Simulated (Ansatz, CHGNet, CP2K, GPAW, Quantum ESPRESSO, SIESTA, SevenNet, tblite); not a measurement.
**Random packing of 26Ag2S-74GeS2 (mol %) (81 atoms) in other programs, against a plane-wave reference**

Wanted: errors and costs of other methods on random packing of 26Ag2S-74GeS2 (mol %) (81 atoms). A plane-wave run serves as the reference.

Main program and level: Quantum ESPRESSO 7.5; Kohn-Sham DFT, PBE, SSSP efficiency 1.3.0 pseudopotentials, plane waves.

### Step 1. Set-up

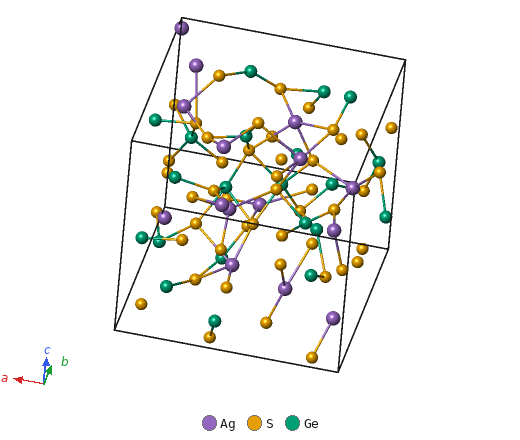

The cell as given, from a free direction (silver purple, sulfur orange, germanium teal). Bonds to atoms that aren't drawn are left out. Some periodic images of atoms are drawn too.

The cell holds 81 atoms: 14 Ag, 47 S and 20 Ge. Cell: a = 12.404 Å, b = 12.404 Å, c = 12.404 Å, α = 90.0°, β = 90.0°, γ = 90.0°. 81 atoms (14 Ag, 47 S, 20 Ge) packed at random in a cube at 3.89 g/cm³ and pushed apart as soft spheres, cations and anions kept from their own kind; a start for melting by ab initio MD, not an equilibrated structure. Then every atom was moved at random, 0.03 Å r.m.s. a Cartesian component.

### Step 2. Reference: Quantum ESPRESSO, plane waves

pw.in

```
&control
  calculation = 'scf'
  pseudo_dir = './pseudo'
  outdir = './tmp'
  disk_io = 'none'
  tprnfor = .true.
  tstress = .true.
/
&system
  ibrav = 0
  nat = 81
  ntyp = 3
  ecutwfc = 45
  ecutrho = 360
  nosym = .true.
  occupations = 'smearing'
  smearing = 'fd'
  degauss = 0.003675
/
&electrons
  conv_thr = 4.0e-07
  electron_maxstep = 100
  mixing_beta = 0.4
  mixing_mode = 'plain'
  diagonalization = 'david'
/
ATOMIC_SPECIES
Ag 107.868 Ag.upf
S 32.060 S.upf
Ge 72.630 Ge.upf
CELL_PARAMETERS angstrom
12.40390 0.00000 0.00000
0.00000 12.40390 0.00000
0.00000 0.00000 12.40390
ATOMIC_POSITIONS crystal
Ag 0.56955 0.35351 0.20987
Ag 0.23207 0.91687 0.10147
Ag 0.73739 0.93053 0.11540
Ag 0.66758 0.71750 0.24727
Ag 0.91867 0.78898 0.68631
Ag 0.98339 0.92347 0.99713
Ag 0.40336 0.89021 0.45828
Ag 0.86555 0.69314 0.97578
Ag 0.42560 0.79971 0.70706
Ag 0.43709 0.15292 0.68766
Ag 0.06548 0.13027 0.18578
Ag 0.75864 0.96768 0.39205
[... 65 atom lines left out ...]
Ge 0.59713 0.20138 0.00621
Ge 0.31807 0.66788 0.28330
Ge 0.99903 0.55181 0.75053
Ge 0.64804 0.46822 0.52835
K_POINTS gamma
```

Launch:

```console
$ OMP_NUM_THREADS=1 mpirun -np 4 pw.x -in pw.in > output.txt
```

Numbers of over 12 decimals in the logs are rounded to 6 here.

Log:

```text
Program PWSCF
     gamma-point specific algorithms are used
     one sub-group per band group will be used
     scalapack distributed-memory algorithm (size of sub-group:  2*  2 procs)
     Parallelization info
     sticks:   dense  smooth     PW     G-vecs:    dense   smooth      PW
     Min        3933    1966    491               371414   131346   16424
     Max        3936    1968    494               371420   131351   16426
     Sum       15737    7869   1969              1485669   525393   65699
     bravais-lattice index     =            0
     lattice parameter (alat)  =      23.4400  a.u.
     unit-cell volume          =   12878.6805 (a.u.)^3
     number of atoms/cell      =           81
     number of atomic types    =            3
     number of electrons       =       828.00
[... lines left out ...]
     scf convergence threshold =      4.0E-07
[... lines left out ...]
     number of k points=     1  Fermi-Dirac smearing, width (Ry)=  0.0037
[... lines left out ...]
     total energy              =   -9423.46229888 Ry
[... lines left out ...]
     total energy              =   -9421.08799643 Ry
[... lines left out ...]
     total energy              =   -9424.02825186 Ry
[... lines left out ...]
     total energy              =   -9425.38424219 Ry
[... lines left out ...]
     total energy              =   -9425.38424220 Ry
[... lines left out ...]
          k = 0.0000 0.0000 0.0000 ( 32850 PWs)   bands (ev):
   -86.2349 -85.7733 -85.6192 -85.6117 -85.4975 -85.4855 -85.4798 -85.3940
   -85.3759 -85.3498 -85.2151 -85.1379 -85.1023 -85.0398 -49.7848 -49.7103
   -49.5534 -49.2955 -49.2336 -49.1701 -49.1552 -49.1205 -49.0515 -49.0457
[...]
10.5288  10.6278  10.6410  10.6859  10.7870  10.9410  10.9896  11.0225
    11.0734  11.1488  11.1549  11.2902  11.2978  11.3260  11.3943  11.5087
    11.5597
     the Fermi energy is     6.0548 ev
!    total energy              =   -9425.38424198 Ry
     estimated scf accuracy    <       0.00000028 Ry
     smearing contrib. (-TS)   =      -0.04213034 Ry
     internal energy E=F+TS    =   -9425.34211164 Ry
     The total energy is F=E-TS. E is the sum of the following terms:
     one-electron contribution =   -6977.28640728 Ry
     hartree contribution      =    3890.26409364 Ry
     xc contribution           =   -1936.25071476 Ry
     ewald contribution        =   -4402.06908325 Ry
     convergence has been achieved in  47 iterations
     Forces acting on atoms (cartesian axes, Ry/au):
     atom    1 type  1   force =     0.00476734    0.00693370    0.00358907
     atom    2 type  1   force =     0.00612929   -0.00877731   -0.00935858
     atom    3 type  1   force =    -0.01344535   -0.01098077   -0.00300593
[...]
atom   80 type  3   force =     0.06402342    0.01499688   -0.01316645
     atom   81 type  3   force =     0.01320239   -0.01574855   -0.03888893
     Total force =     0.447738     Total SCF correction =     0.002493
     Computing stress (Cartesian axis) and pressure
          total   stress  (Ry/bohr**3)                   (kbar)     P=       -9.21
   0.00001233   0.00003083  -0.00007603            1.81        4.54      -11.18
   0.00003083  -0.00011925  -0.00000297            4.54      -17.54       -0.44
  -0.00007603  -0.00000297  -0.00008091          -11.18       -0.44      -11.90
     Message from routine punch:
     Nothing written, as per user request (disk_io='none')
```

Run time: 19 min. Hardware: 4 MPI ranks of Arm Neoverse V1, shared host; peak memory 5.2 GiB.

Banners, paths, timers and routine set-up lines are dropped from the logs unmarked, and long logs keep their key lines alone; longer cuts are marked.

Numbers from this run:

| Item | Value |
| --- | --- |
| r.m.s. force component | 0.7385 eV/Å |
| longest force | 3.123 eV/Å |
| pressure | -0.921 GPa |

### Step 3. Local order

g(r), total and by pair (bins of 0.2 Å):

```tsv
r (Å)	total	S-S	S-Ge	S-Ag	Ge-Ge	Ge-Ag	Ag-Ag
2.10	0.30	0.00	1.03	0.00	0.00	0.00	0.00
2.30	1.21	0.00	4.08	0.20	0.00	0.00	0.00
2.50	1.70	0.00	1.96	5.67	0.00	0.00	0.00
2.70	0.47	0.00	1.00	0.61	0.98	0.00	0.00
2.90	0.60	0.00	1.45	0.67	0.90	0.00	0.00
3.10	1.48	2.20	0.93	0.94	1.19	2.20	0.77
3.30	2.22	3.61	0.73	1.81	1.40	2.52	4.31
3.50	1.00	1.07	0.73	0.94	1.51	1.11	1.89
3.70	0.98	0.75	1.00	0.60	0.82	2.37	2.22
3.90	0.85	1.14	0.52	0.77	1.51	0.52	1.02
4.10	0.76	0.81	0.68	0.95	0.23	0.80	0.44
4.30	1.02	1.04	1.17	0.74	0.60	1.34	1.24
4.50	0.92	0.81	0.92	0.80	1.70	1.22	0.37
4.70	0.91	1.09	0.40	1.15	0.52	1.35	1.73
4.90	0.91	1.02	1.07	0.77	0.63	0.45	0.97
5.10	0.97	0.70	1.09	1.20	0.73	1.35	0.61
5.30	1.02	0.93	1.36	1.11	0.53	0.68	0.28
5.50	1.04	0.77	1.34	1.31	0.88	0.72	0.51
5.70	1.10	1.14	1.21	0.89	1.28	0.92	1.19
5.90	0.88	0.73	0.79	0.90	1.74	1.09	0.89
6.10	1.07	1.22	0.91	0.96	1.65	0.73	1.46
```

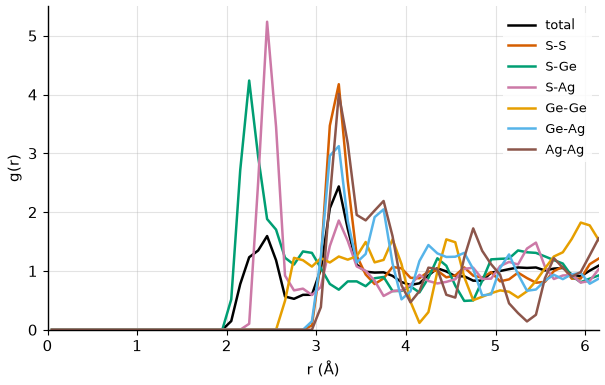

Pair distribution functions, lightly smoothed.

Bonds by pair of elements; cutoffs follow the first minimum of g(r), held within bounds set by covalent radii, and pairs that aren't listed don't count as bonded (cutoffs were set anew for this text, so counts can differ from the run's own analysis):

```tsv
pair A-B	cutoff (Å)	bonds	mean length (Å)	spread (Å)	shortest (Å)	B about A	A about B
S-Ge	2.68	50	2.35	0.145	2.13	1.06	2.5
S-Ag	2.92	37	2.52	0.13	2.37	0.787	2.64
```

How many atoms have how many bonded neighbours:

```tsv
element	mean	0	1	2	3	4	5
Ag	2.64	0	2	4	6	1	1
Ge	2.5	0	1	9	9	1	0
S	1.85	5	11	18	12	1	0
```

Rings of the network by King's shortest-path rule, up to 12 atoms, one path for each pair of neighbours; H, halogens, alkali and alkaline-earth atoms are left out, and the last column divides by all other atoms, bonded or not:

```tsv
ring size (atoms)	rings	per network atom
4	4	0.049
```

### Step 4. The ladder

The programs:
- CHGNet: machine-learned potential, published weights.
- CP2K 2026.2: Gaussian basis with GTH pseudopotentials and a plane-wave density; labels give functional, basis (MOLOPT sets; SR short-range, UZH the newer set with its own potentials), grid cutoff/relative cutoff and solver (OT: orbital transformation; TRS4, TC2, SIGN: linear-scaling purification with its sparsity filter), or its built-in tight binding.
- GPAW 26.7.0: PAW with atomic orbitals (LCAO), plane waves or a real-space grid of spacing h.
- SIESTA 5.4.2: numerical atomic orbitals, whose automatically made sets are far from complete, with PseudoDojo norm-conserving potentials that we converted to its format (checked against plane waves on the same files for H, C, O, Si, Ge and Ca alone); labels give functional, basis size, energy shift and mesh cutoff.
- SevenNet: machine-learned potential, published weights.
- tblite 0.8.0: extended tight binding, driven from Python.

All use the same cell and atoms; the electronic-structure runs use the same k-mesh, and an electronic temperature of 580 K (0.05 eV) where levels are smeared.

Differences are against the plane-wave reference, forces as r.m.s. over components; share is that over the reference's r.m.s. force, slope the least-squares factor from reference forces to these. Total energies of different programs have different zeros and aren't compared.

```tsv
run	Δ force, r.m.s. (meV/Å)	share (%)	slope	Δ pressure (GPa)	cores	CPU time	memory (GiB)
reference	-	-	-	-	4	75 min	5.2
CHGNet r2SCAN potential	534	72.3	0.622	-2.05	1	4 s	0.64
CP2K PBE, DZVP-MOLOPT-SR, 350/30 Ry, diagonalisation (coarse)	68.5	9.27	1.012	0.841	2	5.7 min	2.3
CP2K PBE, DZVP-MOLOPT-SR, 350/50 Ry, diagonalisation	49.8	6.74	1.013	0.762	2	7.2 min	2.3
CP2K PBE, DZVP-MOLOPT-SR, 489/50 Ry, diagonalisation	49.7	6.73	1.013	0.762	4	10 min	6.1
CP2K PBE, SZV-MOLOPT-SR, 350/50 Ry, diagonalisation (coarse)	388	52.6	1.329	1.74	1	5.9 min	2.1
CP2K PBE, TZVP-UZH, 350/50 Ry, diagonalisation	53.5	7.24	1.025	0.715	4	11 min	5.0
GPAW LDA, LCAO dzp, h 0.2 Å	132	17.8	1.031	-	1	7.4 min	1.9
GPAW PBE, LCAO dzp, h 0.2 Å	164	22.2	1.115	-	1	8.3 min	1.9
GPAW PBE, LCAO dzp, h 0.25 Å (coarse)	172	23.3	1.119	-	1	4.5 min	0.95
GPAW PBE, LCAO szp(dzp), h 0.2 Å (coarse)	353	47.7	1.227	-	1	5.9 min	1.9
GPAW PBE, plane waves 550 eV	38.3	5.18	1.031	0.288	4	30 min	3.2
SIESTA PBE, DZP, shift 0.01 Ry, mesh 300 Ry	265	35.9	1.151	0.162	2	8.8 min	1.7
SIESTA PBE, SZP, shift 0.01 Ry, mesh 300 Ry (coarse)	549	74.4	1.324	1.11	1	6.6 min	1.3
SevenNet 0 potential	245	33.2	0.992	0.0433	1	8.7 s	0.73
SevenNet l3i5 potential	254	34.4	0.943	-0.0097	1	10 s	1.0
tblite GFN1-xTB	693	93.8	0.815	-5.50	1	13 s	0.16
```

Rows marked coarse were listed beforehand as settings not expected to be converged; some can still land near the reference.

Times of the machine-learned potentials are mostly Python's start and the loading of weights.

CPU time is summed over cores on a shared host, where runs went side by side, so it is rough. Symmetry, cutoffs, thresholds, outputs and thread counts weren't matched or tuned between programs; memory under MPI is the largest rank's times the ranks.

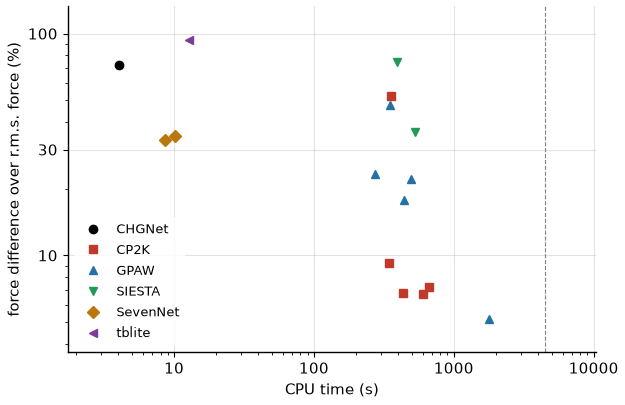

Force difference against CPU time; the dashed line marks the reference's time.

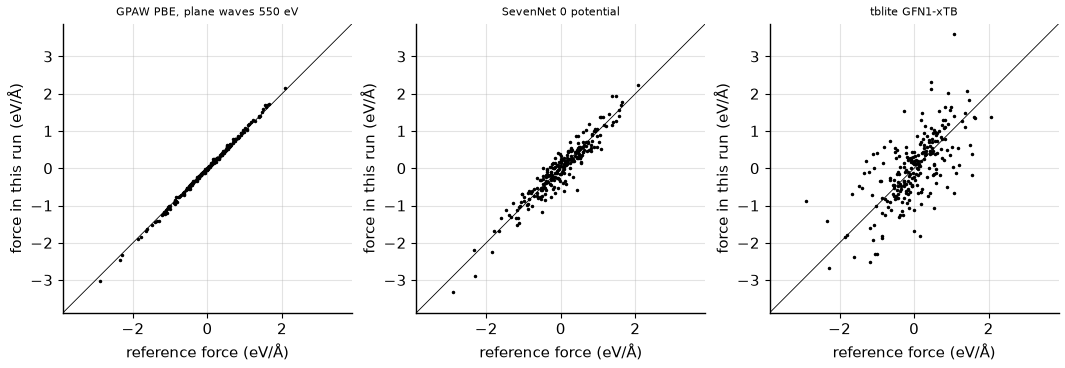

Force components against those of the reference; the line marks equality.

Runs without a result: CP2K GFN1-xTB, diagonalisation (not converged, the SCF not settling); tblite GFN2-xTB (not converged); SIESTA PBE, SZ, shift 0.01 Ry, mesh 300 Ry (cut off at its time limit of 2.9 min); SIESTA PBE, SZ, shift 0.02 Ry, mesh 300 Ry (cut off at its time limit of 2.9 min).

Mean charges by element (e), by run and scheme:

```tsv
run	scheme	Ag	S	Ge
CP2K PBE, DZVP-MOLOPT-SR, 350/50 Ry, diagonalisation	Mulliken	-0.38	+0.01	+0.25
CP2K PBE, DZVP-MOLOPT-SR, 489/50 Ry, diagonalisation	Mulliken	-0.38	+0.01	+0.25
CP2K PBE, TZVP-UZH, 350/50 Ry, diagonalisation	Mulliken	+0.53	-0.27	+0.26
SIESTA PBE, DZP, shift 0.01 Ry, mesh 300 Ry	Hirshfeld	+0.31	-0.16	+0.15
tblite GFN1-xTB	Mulliken	+0.22	-0.19	+0.29
```

Within one program, basis, potentials and functional, energies share a zero. Each run against its twin at the usual cutoff or grid and solver:

```tsv
run	twin	Δ energy (meV/atom)	Δ force, r.m.s. (meV/Å)	CPU time over the twin's
CP2K PBE, DZVP-MOLOPT-SR, 350/30 Ry, diagonalisation	DZVP-MOLOPT-SR, 350/50 Ry, diagonalisation	-1.23	49.5	0.79
CP2K PBE, DZVP-MOLOPT-SR, 489/50 Ry, diagonalisation	DZVP-MOLOPT-SR, 350/50 Ry, diagonalisation	0.0042	1.90	1.4 (this twin ran on 2 cores)
GPAW PBE, LCAO dzp, h 0.25 Å	LCAO dzp, h 0.2 Å	119	43.0	0.55
```

### Step 5. Results

```yaml
reference_r_m_s_force_component: 0.738 eV/Å
nearest_in_forces: GPAW PBE, plane waves 550 eV, 5.2 %
farthest_in_forces: tblite GFN1-xTB, 94 %
cheapest_electronic_structure_run_beside_the_reference: tblite GFN1-xTB, 13 s of CPU time
```

PBE on plane waves or a grid with other potentials, cutoffs or grids, coarse settings apart, differs from the reference by 5.2 % (GPAW PBE, plane waves 550 eV) of the r.m.s. force; this holds the reference's own error, so differences of a few per cent don't tell which side is nearer the exact PBE result. The PBE runs in local orbitals, coarse settings apart, differ by 6.7 % (CP2K PBE, DZVP-MOLOPT-SR, 489/50 Ry, diagonalisation) to 36 % (SIESTA PBE, DZP, shift 0.01 Ry, mesh 300 Ry); basis, grid and potentials can all enter. Tight binding differs by 94 % (tblite GFN1-xTB); it is another model, with fitted parameters of its own, and the xTB methods hold dispersion. Machine-learned potentials differ by 33 % (SevenNet 0 potential) to 72 % (CHGNet r2SCAN potential); they were trained on other programs' data, some at another functional. Rows with another functional or a dispersion term differ by 18 % (GPAW LDA, LCAO dzp, h 0.2 Å), which mixes the change of model with differences of basis and potentials. Runs with settings chosen to be coarse differ by 9.3 % (CP2K PBE, DZVP-MOLOPT-SR, 350/30 Ry, diagonalisation) to 74 % (SIESTA PBE, SZP, shift 0.01 Ry, mesh 300 Ry), their programs' other errors included. Of the electronic-structure runs that take under half the reference's CPU time, GPAW PBE, plane waves 550 eV comes nearest, at 5.2 % in 30 min against 75 min. SIESTA PBE, DZP, shift 0.01 Ry, mesh 300 Ry stiffens the forces by a factor of 1.15 while following their directions (correlation 0.962). In pressure, CP2K PBE, SZV-MOLOPT-SR, 350/50 Ry, diagonalisation misses by +1.7 GPa, at the same functional. Charges hang on model, scheme and program or settings: among these rows the mean for Ag runs from -0.38 to +0.53 e, even in sign. In the reference: levels near the Fermi energy are neither full nor empty under the smearing, so no gap is quoted. In the reference: first main peaks of g(r), for some of the pairs, lie near 3.2 Å (S-S), 2.3 Å (S-Ge), 2.5 Å (S-Ag) and 3.3 Å (Ag-Ag). Periodic xTB results under one method name differ between programs and library versions. The potentials hold different valence shells: 828 electrons in the reference, 600 in GPAW and 516 in CP2K with TZVP-UZH; this bears on time and differences. GPAW's setups keep the filled d shell of Ge in the core. The reference's pressure holds the uncorrected Pulay stress of its 45 Ry basis, so small pressure differences, and their order, may be the reference's own error. Machine-learned potentials mimic data converged in k, so the reference's own k-point error enters their differences. The electronic-structure runs sample only Γ, in a cell whose shortest periodic width is 12 Å, which is coarse for a cell with partly filled levels.

[Also dropped from logs without a mark: logging warnings of Python, and SIESTA's first energy breakdown and zero terms.]

[Logs are printed without paths, hosts, clocks, repeated set-up lines and the standing remarks that a program may print on its own settings, such as how far it seeks lower states.]

[Hosts, paths, dates, database ids (printed as entryN), source tags and the programs' standing remarks are cut or masked in the printed files.]
